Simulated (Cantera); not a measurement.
Feed: 1 mol SiC, 0.032 mol O₂, 840 mol N₂, equilibrated at 0.000230 bar.

Cantera equilibrium calculation (NASA polynomials, part measured and part estimated; ideal gas, pure solids and liquids). Candidate condensed phases: C, Si, SiC, SiO₂, Si₂N₂O, Si₃N₄; 34 gas species. N₂ is the only nitrogen source here; it is nearly inert below about 1500 K, so the nitride shown seldom forms there in practice. Mutual solubility and eutectic melting of coexisting phases are not modelled. Rates play no part.

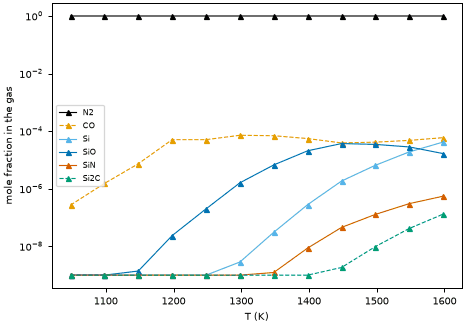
Figure. Equilibrium gas composition (values under 1e-9 drawn at 1e-9)

From 1048 K to 1148 K the condensed part is C(graphite) + Si₂N₂O(s) + Si₃N₄(s). From 1198 K to 1248 K the condensed part is SiC(s) + Si₂N₂O(s). At 1298 K the condensed part is SiC(s) + Si₂N₂O(s) + Si₃N₄(s). From 1348 K to 1398 K the condensed part is SiC(s) + Si₃N₄(s). From 1448 K to 1598 K the condensed part is SiC(s).
